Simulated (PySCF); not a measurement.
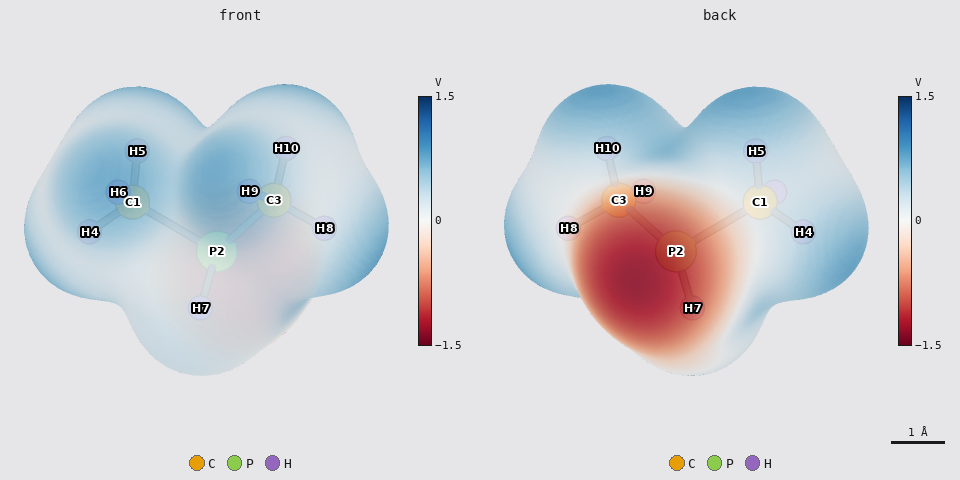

The picture shows: C2H7P (dimethylphosphine). The electrostatic potential painted on the density surface at 0.002 e/bohr³, seen from the front and from behind; red is negative and blue positive.

Geometry: PBE0-D3(BJ)/def2-SVP.

Level of theory: PBE0/def2-SVPD, SCF density, gas phase in PySCF 2.14.0.

```xyz
10

C     1.4423    0.2462   -0.1053
P     0.2723   -0.3984    1.1807
C    -1.3390    0.1679    0.4581
H     2.4450   -0.1716    0.0691
H     1.5175    1.3396   -0.0009
H     1.1318    0.0113   -1.1350
H     0.2127   -1.7447    0.7015
H    -2.1704   -0.2871    1.0167
H    -1.4490   -0.0790   -0.6088
H    -1.4185    1.2594    0.5772
```

**Describe the electrostatic potential map.**

The most negative region (about −1.3 V, or −30 kcal/mol for a unit charge) lies over P2, the most positive (about +0.8 V, or +18 kcal/mol for a unit charge) over the H atoms.
